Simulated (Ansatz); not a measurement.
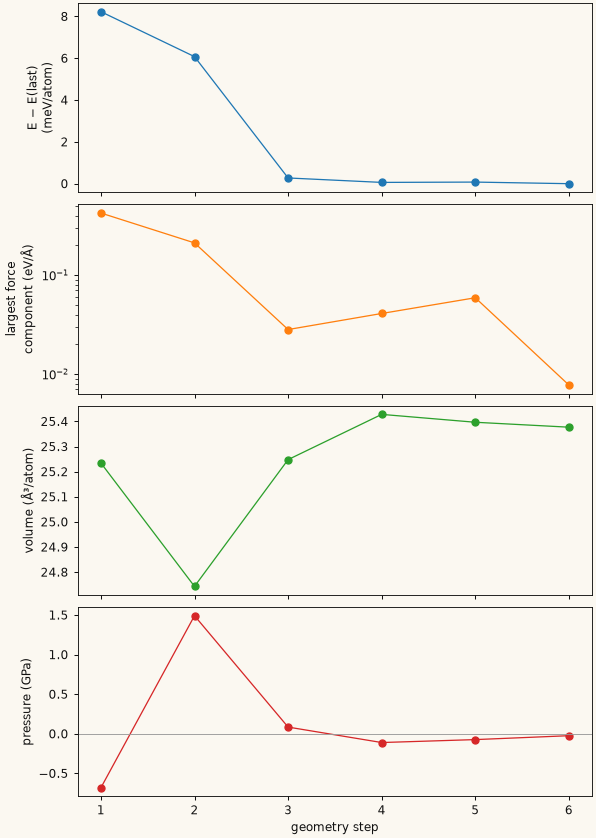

History of a geometry optimisation. Atoms and cell relax. A closing SCF on a freshly chosen basis isn't drawn.

System: RbCd4P3 (R-3m, 8 atoms in the cell).
Method: DFT, PAW plane waves, r2SCAN (Ansatz); cutoff 500 eV, 5×5×5 k-mesh, Fermi–Dirac smearing of 0.1 eV.

Question: How did it end, and what did it gain?

Answer: The optimisation met its thresholds at geometry 6, counting the start as the first. The energy fell by about 8.2 meV/atom from the first step to the last. Step 5 went uphill and was rejected by the line search. The largest force component goes from about 0.42 eV/Å at the start to 8 × 10⁻³ eV/Å at the end.

Question: Was the starting cell too large or too small?

Answer: The volume grows from 25.23 to 25.38 Å³ per atom (+0.6 %), as the pressure goes from −0.68 GPa to about 0 GPa. The start was compressed.
